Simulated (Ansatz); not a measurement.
**CH4···GeH3 (doublet): density, localisation and related maps**

The calculation's input:

```
crystal:
  periodic: [false, false, false]
  atoms:
    - {symbol: H, position_ang: [0.029457, -1.640628, 0.563866]}
    - {symbol: C, position_ang: [-0.805581, -1.163673, 1.076795]}
    - {symbol: Ge, position_ang: [1.124376, 1.123816, -1.370576]}
    - {symbol: H, position_ang: [-0.436663, -0.332292, 1.676755]}
    - {symbol: H, position_ang: [-1.520183, -0.793396, 0.342077]}
    - {symbol: H, position_ang: [-1.295122, -1.889841, 1.724956]}
    - {symbol: H, position_ang: [-0.369424, 1.119532, -1.740654]}
    - {symbol: H, position_ang: [1.336543, 1.589460, 0.080837]}
    - {symbol: H, position_ang: [1.936599, 1.986822, -2.354054]}
basis:
  gaussian: {orbitals: def2-TZVPP}
magnetization: {spin_polarized: true, initial_magnetization: 1}
hamiltonian: {xc: pbe0, dispersion: d4}
output: {orbitals: {seedname: orbitals}}
```

Command:

```sh
ansatz run in.yaml --threads 4 --pin off --events-out ev --progress --plain --max-ram 9574MiB
```

The reactant side of a reaction path; geometry: PBE0-D4/def2-TZVP.

Method: UKS PBE0-D4/def2-TZVPP in Ansatz 0.2.0.

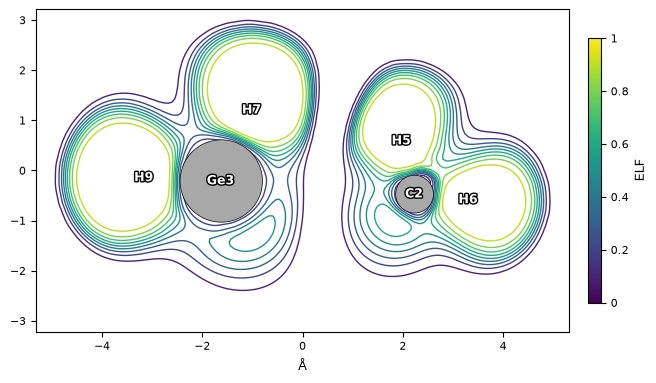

Figure 1. ELF on the plane of atoms H7, Ge3 and H9. Grey discs cover the atomic cores.

Question: What does the map show?

Answer:
- The plane passes through C, Ge and H nuclei.
- C2···Ge3 (3.87 Å): the ELF dips to about 0 between them (a non-bonded, intermolecular contact).
- C–H (1.09 Å): the ELF climbs to about 1 towards the hydrogen, as it does in any bond to H: an ordinary covalent bond to hydrogen.
- Ge–H (1.54 Å): the ELF climbs to about 1 towards the hydrogen.

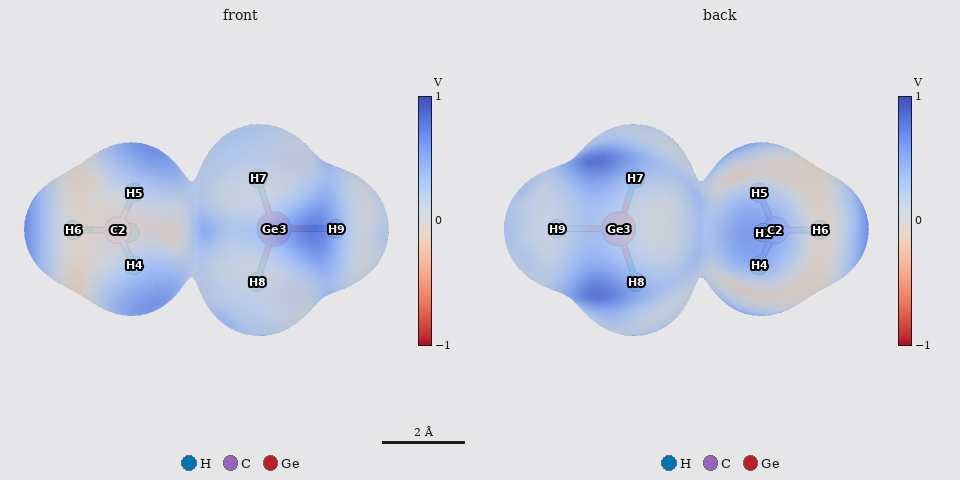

Figure 2. The electrostatic potential painted on the density surface at 0.002 e/bohr³, seen from the front and from behind; the colour scale runs from red (negative) to blue (positive).

Question: Where is the surface potential most negative and most positive?

Answer: The most negative region (about −0.1 V) lies over C2, the most positive (about +0.8 V) over Ge3.

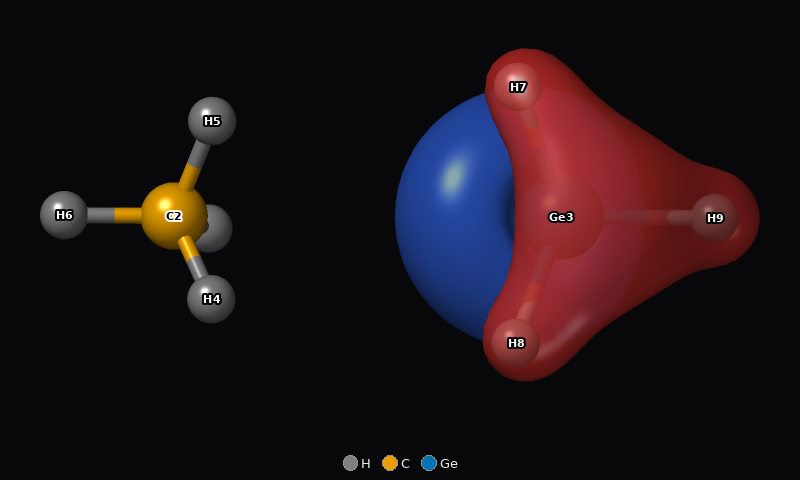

Figure 3. The HOMO (α) at ±0.15 Å⁻³ᐟ² (red and blue are the two phases), seen at a tilt.

Question: What is the character of this orbital?

Answer: By Hirshfeld shares it lies mainly on Ge3 (about 80 %) and H9 (about 5 %). Its energy is −6.26 eV.
